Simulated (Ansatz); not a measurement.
A computed series for Ge: pressure series

The parent structure is Ge in the diamond structure (space group Fd-3m, No. 227).

```
Ge
1.0
    0.00000     2.83808     2.83808
    2.83808     0.00000     2.83808
    2.83808     2.83808     0.00000
Ge
2
Direct
  0.50000   0.50000   0.50000
  0.75000   0.75000   0.75000
```

Cell and atoms are relaxed at each pressure.

Calculations: Kohn–Sham DFT with the PBEsol functional, run in Ansatz (an electronic-structure program) with PAW and 420 eV plane waves, spin-orbit coupling left out.

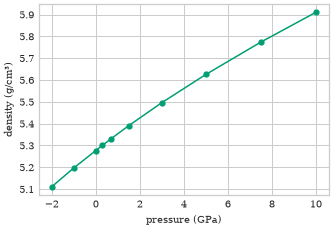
Figure. Density against pressure

| pressure (GPa) | density |
|---|---|
| -2 | 5.11 g/cm³ |
| -1 | 5.20 g/cm³ |
| 0.3 | 5.30 g/cm³ |
| 0.7 | 5.33 g/cm³ |
| 1.5 | 5.39 g/cm³ |
| 3 | 5.50 g/cm³ |
| 5 | 5.63 g/cm³ |
| 7.5 | 5.77 g/cm³ |
| 10 | 5.91 g/cm³ |

Load acts through the strain it causes; cell and atoms are relaxed under it. Stability against distortions was not tested. Tetrahedral semiconductors of this kind turn to denser phases somewhere between about 1 and 50 GPa; those were not computed, so compressed cells here can lie past the real transition.
